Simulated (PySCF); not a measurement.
C2H7ClOSi, SMILES `CC=O.[SiH3]Cl`.

Method: BP86/6-311G**; geometry: GFN2-xTB; program: PySCF. GFN2-xTB bond lengths at metals and heavier atoms can be off by up to 0.1 Å and shapes distorted, which carries into these values.

Geometry (Å), atoms numbered from 1:

```
C1       2.3153    0.9466   -0.5098
C2       2.6577   -0.4382   -0.0687
O3       3.7407   -0.8157    0.2782
H4       1.9385    0.9123   -1.5305
H5       3.1828    1.5985   -0.4553
H6       1.5140    1.3296    0.1194
H7       1.7912   -1.1300   -0.0854
Si8     -2.7718   -0.4327   -0.2805
Cl9     -1.1778    0.5142    0.4989
H10     -2.3803   -1.8124   -0.5421
H11     -3.1326    0.2574   -1.5132
H12     -3.8492   -0.3640    0.6988
```

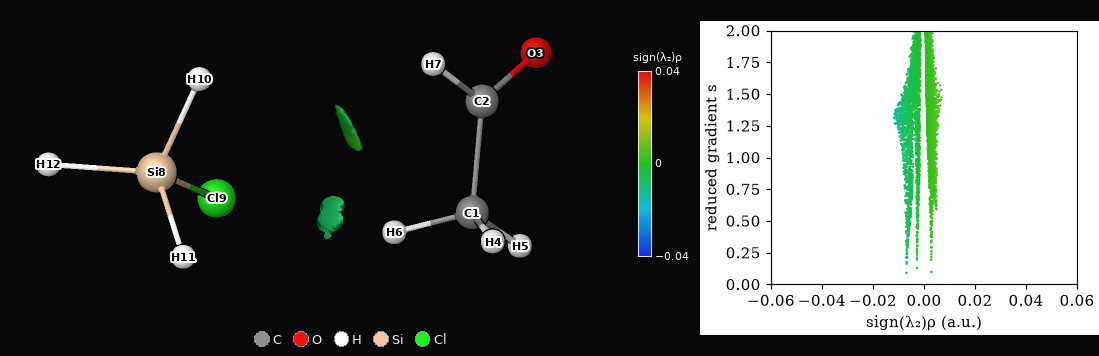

Non-covalent interaction surfaces between the fragments (reduced density gradient s = 0.4, coloured by sign(λ₂)ρ in a.u.; trimmed to the region between the fragments where ρ is under 0.06 a.u.). Fragment A: H4C2O (atoms 1–7); fragment B: SiH3Cl. The plot gives s against sign(λ₂)ρ for grid points between the fragments.

Interpret the surfaces between the fragments.

Answer. Bond critical points between the fragments: H6···Cl9, weak C–H hydrogen bond, 2.84 Å, ρ = 0.007 a.u. It is weak and appears green, as weak hydrogen bonds do. The pose is a local one from a semi-empirical search, not shown to be the most stable.

How strongly are they bound?

Answer. The counterpoise-corrected interaction energy of the frozen fragments is +0.8 kcal/mol without dispersion correction and −0.9 kcal/mol with D3(BJ). The pair geometry is semi-empirical, not a minimum at this level.
